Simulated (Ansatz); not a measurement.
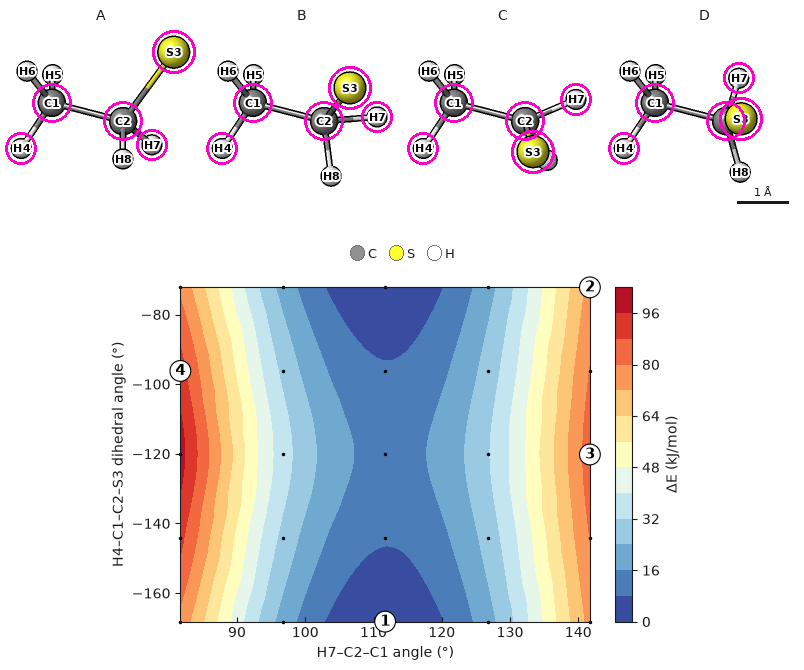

C$_{2}$H$_{5}$S (multiplicity 2): the H7–C2–C1 angle and the H4–C1–C2–S3 dihedral angle are varied on a grid, with the rest of the molecule carried along rigidly. The map is interpolated between the computed points (dots). The frames are shuffled; each belongs to one numbered point. Style: ball-and-stick. Shown tilted, with a slight tilt. The ringed atoms are those of the scanned coordinates.

Single-point energies from Ansatz with CCSD(T) in the def2-TZVPP basis, on geometries moved rigidly from the minimum at PBE0-D4/def2-TZVP. Coupled cluster with a frozen core. Energies are counted from the PBE0-D4/def2-TZVP minimum geometry at the same level.

Question: Which frame belongs to which numbered point?

Answer: Point 1 is frame A, at (111.7, −168.2) and 1.2 kJ/mol; 2 is frame C, at (141.7, −72.2) and 74.6 kJ/mol; 3 is frame B, at (141.7, −120.2) and 83.8 kJ/mol; 4 is frame D, at (81.7, −96.2) and 91.1 kJ/mol. In pairs of (H7–C2–C1 angle (°); H4–C1–C2–S3 dihedral angle (°)): the lowest computed point lies at (111.7, −168.2) (1.2 kJ/mol), the highest at (81.7, −120.2) (98.8 kJ/mol). It lies on the edge of the grid, so the true minimum may be outside the range scanned.
